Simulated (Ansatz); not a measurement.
Base system: TiO2 in the rutile structure (space group P4_2/mnm, No. 136; a = 4.548 Å, c = 2.917 Å). Axes: x, y, z lie along a, b, c of the conventional cell.

Structures relaxed with LDA (Ansatz, a program for electronic structure; PAW; 420 eV plane waves; no spin-orbit coupling).

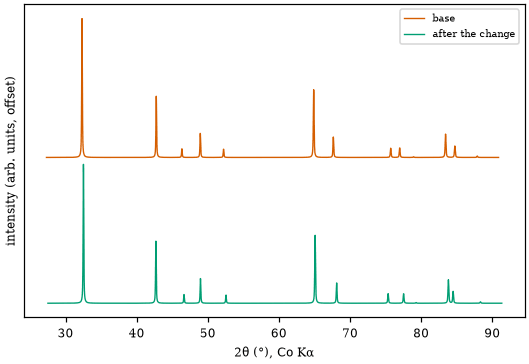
Fig. 1. Simulated powder patterns before (top) and after one change

Problem. Which change produced these results?
A. biaxial strain −1.20 %, plane normal [001], relaxed out of plane
B. biaxial strain −2.40 %, plane normal [001], relaxed out of plane
C. biaxial strain −0.60 %, plane normal [001], relaxed out of plane
D. biaxial strain −3.00 %, plane normal [001], relaxed out of plane

Solution. C, biaxial strain −0.60 %, plane normal [001], relaxed out of plane. Its volume per atom is 9.98 Å³ against 10.06 Å³, and its space group is P4_2/mnm (No. 136).

Whether these cells are dynamically stable was not tested. All final runs are without spin polarisation.
